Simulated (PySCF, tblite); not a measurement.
**C5H12B2NP: geometry, infrared bands and NMR shifts**

Wanted: the infrared bands and NMR shifts of C5H12B2NP (`CBNCB(P)C#CC`), by calculation.

The runs use tblite 0.8.0 and PySCF 2.14.0, with density-fitted response routines of our own; the level of theory stands in each step. All values are computed, except where a source is named. Atoms count from 0, in the outputs and in this text.

## Step 1: Starting geometry

21 atoms, charge 0, multiplicity 1; geometry from: force field or distance geometry start.

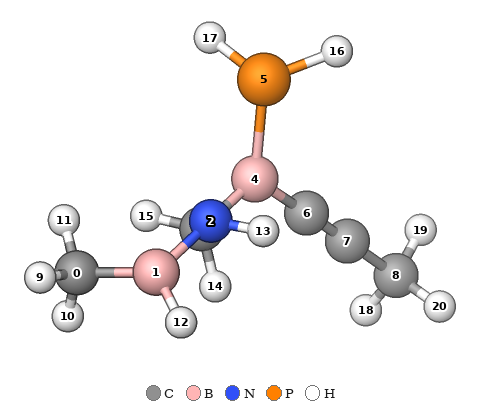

The starting geometry (carbon grey, boron pink, nitrogen blue, phosphorus orange, hydrogen white), atoms numbered; sticks join atoms by distance.

## Step 2: Geometry optimisation with GFN2-xTB

Job settings and geometry (Å):

```
{"job": {"kind": "relax", "xc": "GFN2-xTB", "basis": "xTB"}, "charge": 0, "multiplicity": 1}
C     -3.546300    -0.543100    -0.380400
B     -2.883100    -0.313100     1.024400
N     -1.602900     0.519300     1.076100
C     -0.760700     0.045500    -0.000200
B      0.604900     0.817300    -0.074100
P      0.574200     2.728000     0.030600
C      1.919100     0.032000     0.008000
C      2.951200    -0.605300     0.079000
C      4.209400    -1.392900     0.137500
H     -4.653400    -0.467400    -0.210700
H     -3.252300    -1.497500    -0.843000
H     -3.281100     0.276300    -1.074100
H     -3.072800    -1.049800     1.950900
H     -1.152000     0.470500     2.006000
H     -0.540300    -1.024600     0.224600
H     -1.245100     0.141200    -0.985400
H      1.705700     3.282000     0.749000
H      0.429500     3.258900    -1.307700
H      4.203400    -2.203400    -0.590100
H      5.014200    -0.674400    -0.108100
H      4.369400    -1.782400     1.169100
```

Command:

```sh
$ OMP_NUM_THREADS=1 python probes_run.py task.json out
```

The driver reads the jobs from task.json and runs them one after another.

**Question.** This job is followed by: GFN2-xTB harmonic vibrations, gas phase; GIAO PBE0/pcSseg-1 NMR shielding, non-relativistic, gas phase. What will the session give for the following? strongest single infrared mode (GFN2-xTB); zero-point energy (GFN2-xTB); 13C shifts against TMS (PBE0/pcSseg-1); 1H shifts against TMS (PBE0/pcSseg-1, means over atoms taken as alike); 11B shifts against BF3·OEt2 (PBE0/pcSseg-1); 15N shifts against NH3 (PBE0/pcSseg-1); 31P shifts against H3PO4 (PBE0/pcSseg-1).

As calculated:

| quantity | value |
| --- | --- |
| strongest single infrared mode (GFN2-xTB) | 2297 cm⁻¹, 255 km/mol |
| zero-point energy (GFN2-xTB) | 100.9 kcal/mol |
| 13C shifts against TMS (PBE0/pcSseg-1) | 152.6, 94.0, 53.0, 8.1, -0.2 ppm |
| 1H shifts against TMS (PBE0/pcSseg-1, means over atoms taken as alike) | 5.09, 4.52, 3.45, 2.82, 2.45, 0.24 ppm |
| 11B shifts against BF3·OEt2 (PBE0/pcSseg-1) | 80.4, 38.7 ppm |
| 15N shifts against NH3 (PBE0/pcSseg-1) | 140.8 ppm |
| 31P shifts against H3PO4 (PBE0/pcSseg-1) | -189.5 ppm |

What this shows: Over 246 steps the energy fell by 2.151 eV; of the close pairs, B1–N2 changed most, 1.528 to 1.380 Å. The lowest mode is slightly imaginary (11i cm⁻¹), a soft motion within the noise of the Hessian, so the minimum is not strictly shown. The strongest single mode, at 2297 cm⁻¹, moves mainly C7 and C6. GFN2-xTB is a fitted tight-binding method: band positions and strengths are rough. Its intensities can rank the bands wrongly. At PBE0/pcSseg-1: Shielding is most anisotropic at C6 (span 286 ppm, paramagnetic term -166 ppm).
